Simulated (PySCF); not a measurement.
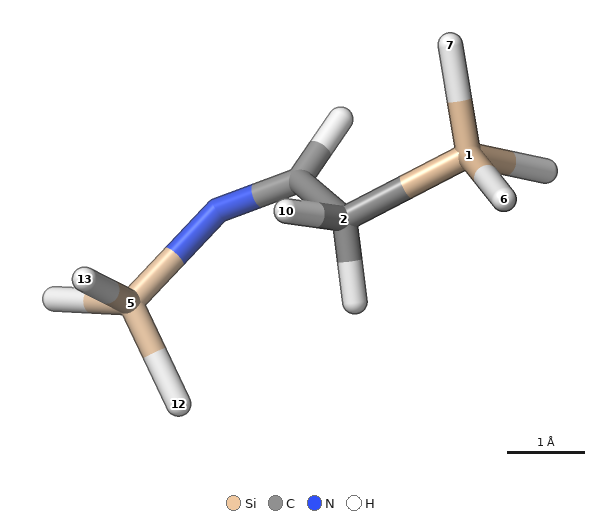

*The structure as given in the input (stick view, seen at a tilt; atoms are numbered from 1 in the order of the input).*

Bond lengths as drawn: C–C 1.50 Å, C–H 1.09 Å, C–N 1.25 Å, C–Si 1.90 Å, H–Si 1.46 to 1.47 Å and N–Si 1.73 Å.

C₂H₉NSi₂: energy and gradient calculation

C₂H₉NSi₂, computed with B3LYP/6-31G*, RKS (PySCF 2.14.0).

The geometry comes from this level: GFN2-xTB. Figures and captions count atoms from 1; the log counts them from 0 in places.

## The program's output
```
converged SCF energy = -715.343945751623
Final energy -715.3439457516232
--------------- RKS gradients ---------------
         x                y                z
0 Si    -0.0097955376     0.0000706407     0.0074413788
1 C     0.0038529586    -0.0069083038     0.0002203812
2 C     0.0090353091     0.0008516917    -0.0073056924
3 N    -0.0094263575     0.0149875073     0.0003297941
4 Si     0.0025078521     0.0037015911    -0.0035614557
5 H     0.0039519778    -0.0082336503     0.0006760221
6 H    -0.0004903420     0.0006420197    -0.0088125240
7 H     0.0071290238     0.0051167013     0.0011924380
8 H     0.0034875595    -0.0026305887     0.0035171539
9 H    -0.0007516244    -0.0051552272    -0.0020481768
10 H     0.0041755450     0.0039852904    -0.0049732153
11 H     0.0027489048    -0.0017563932     0.0094933626
12 H    -0.0064913899    -0.0071990993    -0.0026121071
13 H    -0.0099317175     0.0025288070     0.0064407471
----------------------------------------------
Dipole moment(X, Y, Z, Debye): -0.82291,  1.51328, -0.06492
 ** Mulliken pop  **
pop of  0 Si 1s           1.99870
pop of  0 Si 2s           1.99033
pop of  0 Si 3s           1.02892
pop of  0 Si 4s           0.24317
pop of  0 Si 2px          1.98743
pop of  0 Si 2py          1.98795
pop of  0 Si 2pz          1.98775
pop of  0 Si 3px          0.62899
pop of  0 Si 3py          0.66131
pop of  0 Si 3pz          0.64737
pop of  0 Si 4px          0.09478
pop of  0 Si 4py          0.14299
pop of  0 Si 4pz          0.12386
pop of  0 Si 3dxx         0.00651
pop of  0 Si 3dxy         0.04012
pop of  0 Si 3dxz         0.02755
pop of  0 Si 3dyy         0.02514
pop of  0 Si 3dyz         0.00995
pop of  0 Si 3dzz         0.02751
pop of  1  C 1s           1.99191
pop of  1  C 2s           0.67605
pop of  1  C 3s           0.64573
pop of  1  C 2px          0.72254
pop of  1  C 2py          0.69939
pop of  1  C 2pz          0.71504
pop of  1  C 3px          0.38285
pop of  1  C 3py          0.29952
pop of  1  C 3pz          0.37567
pop of  1  C 3dxx        -0.00030
pop of  1  C 3dxy         0.00921
pop of  1  C 3dxz         0.00248
pop of  1  C 3dyy         0.00019
pop of  1  C 3dyz         0.00277
pop of  1  C 3dzz         0.00766
pop of  2  C 1s           1.99188
pop of  2  C 2s           0.72754
pop of  2  C 3s           0.45335
pop of  2  C 2px          0.68018
pop of  2  C 2py          0.71062
pop of  2  C 2pz          0.61341
pop of  2  C 3px          0.20868
pop of  2  C 3py          0.20702
pop of  2  C 3pz          0.27262
pop of  2  C 3dxx        -0.00240
pop of  2  C 3dxy         0.02118
pop of  2  C 3dxz         0.01219
pop of  2  C 3dyy        -0.00023
pop of  2  C 3dyz         0.01138
pop of  2  C 3dzz        -0.01049
pop of  3  N 1s           1.99206
pop of  3  N 2s           0.79902
pop of  3  N 3s           0.88801
pop of  3  N 2px          0.77922
pop of  3  N 2py          0.93327
pop of  3  N 2pz          0.74648
pop of  3  N 3px          0.31171
pop of  3  N 3py          0.60944
pop of  3  N 3pz          0.39001
pop of  3  N 3dxx         0.00167
pop of  3  N 3dxy         0.00681
pop of  3  N 3dxz         0.00485
pop of  3  N 3dyy        -0.01836
pop of  3  N 3dyz         0.00516
pop of  3  N 3dzz        -0.00545
pop of  4 Si 1s           1.99870
pop of  4 Si 2s           1.99053
pop of  4 Si 3s           1.02342
pop of  4 Si 4s           0.21294
pop of  4 Si 2px          1.98770
pop of  4 Si 2py          1.98796
pop of  4 Si 2pz          1.98764
pop of  4 Si 3px          0.62051
pop of  4 Si 3py          0.66217
pop of  4 Si 3pz          0.61506
pop of  4 Si 4px          0.09143
pop of  4 Si 4py          0.13361
pop of  4 Si 4pz          0.08555
pop of  4 Si 3dxx         0.00207
pop of  4 Si 3dxy         0.06559
pop of  4 Si 3dxz         0.05635
pop of  4 Si 3dyy         0.01456
pop of  4 Si 3dyz         0.03505
pop of  4 Si 3dzz         0.01419
pop of  5  H 1s           0.51777
pop of  5  H 2s           0.54210
pop of  6  H 1s           0.51778
pop of  6  H 2s           0.54134
pop of  7  H 1s           0.51780
pop of  7  H 2s           0.54121
pop of  8  H 1s           0.51716
pop of  8  H 2s           0.28908
pop of  9  H 1s           0.51720
pop of  9  H 2s           0.28909
pop of  10  H 1s          0.54022
pop of  10  H 2s          0.32197
pop of  11  H 1s          0.51887
pop of  11  H 2s          0.56419
pop of  12  H 1s          0.51886
pop of  12  H 2s          0.56394
pop of  13  H 1s          0.52197
pop of  13  H 2s          0.54254
 ** Mulliken atomic charges  **
charge of    0Si =      0.33966
charge of    1C =     -0.53071
charge of    2C =      0.10307
charge of    3N =     -0.44392
charge of    4Si =      0.41498
charge of    5H =     -0.05987
charge of    6H =     -0.05912
charge of    7H =     -0.05900
charge of    8H =      0.19375
charge of    9H =      0.19371
charge of   10H =      0.13781
charge of   11H =     -0.08306
charge of   12H =     -0.08279
charge of   13H =     -0.06451
```

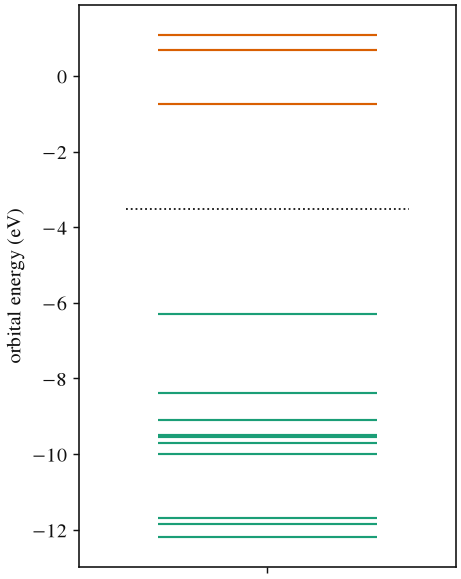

*Orbital energies near the frontier; the dotted line parts filled from empty levels, and levels within 0.02 eV of each other stand side by side.*

Highest filled −6.30 eV, lowest empty −0.74 eV, 5.56 eV apart.

The run was set up as follows.

## The input (calc.py)
```python
# [SiH3]C/C=N\[SiH3]
from pyscf import gto, dft

system = gto.Mole()
system.atom = '''
Si    -3.890020     1.687393     2.193726
C     -0.941518     0.935773     0.287238
C      0.096792    -1.665113     0.683212
N      2.012369    -2.588471    -0.352736
Si     4.119981    -1.360074    -2.515868
H     -4.683063     4.278113     1.642493
H     -3.315506     1.428935     4.887852
H     -5.897155    -0.083564     1.493640
H     -1.290513     1.156399    -1.738340
H      0.576499     2.274040     0.709441
H     -0.924341    -2.872365     2.011991
H      2.846608    -0.632094    -4.867934
H      5.406393     0.879290    -1.509230
H      5.883454    -3.438281    -2.925485
'''
system.verbose = 3
system.basis = '6-31g*'
system.unit = 'bohr'
system.max_memory = 1860
system.cart = True
system.spin = 0
system.build()

mf = dft.RKS(system, xc='b3lyp')
mf.grids.level = 5
mf.conv_tol = 1e-10
mf.kernel()
if not mf.converged:
    mf = mf.newton().run(mf.mo_coeff, mf.mo_occ)

etot = mf.e_tot
print('Final energy', etot)
grad = mf.nuc_grad_method().kernel()
dip = mf.dip_moment()
pop, q = mf.mulliken_pop()
```

Run as:
```bash
OMP_NUM_THREADS=1 python calc.py
```

## Results in brief

- outcome: converged
- total energy: −715.343946 hartree
- basis functions: 101
- largest force: 0.911 eV/Å
- HOMO: −6.30 eV
- LUMO: −0.74 eV
- dipole moment: 1.72 D
- hardware: 1 thread of Intel Xeon @ 2.50GHz (Skylake/Cascade Lake), 189 GiB of memory available, shared host
- wall time: 2 min
- peak memory: 1 GiB
